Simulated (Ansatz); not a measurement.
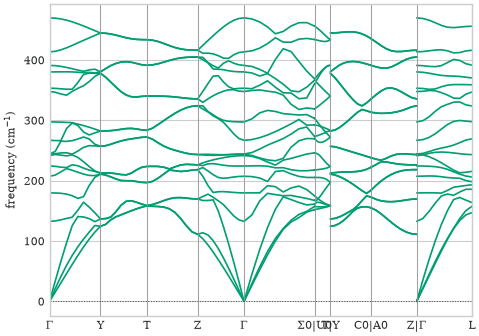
Fig. 1. Phonon dispersion of Al2Ru in space group Fddd (No. 70; Al on 16f, Ru on 8b), PBEsol in the plane-wave PAW code Ansatz; imaginary frequencies are drawn negative

Q: Is this phase dynamically stable?

A: Yes, on this path no branch is imaginary.

Q: How high does the spectrum reach?

A: About 470 cm⁻¹ (14.1 THz).

The first step of the workflow began from a Materials Project structure, measured or hypothetical; the Crystallography Open Database copy checked does not list it. With Al and Ru taken as one species the cell has the higher symmetry Fddd, so it may be an ordered model of a mixed-site phase. Its standing as an ambient phase is unchecked. Symmetry was held in the PBEsol relaxation. No spin polarisation was allowed.

Potentials: the later of the program's two PAW sets.
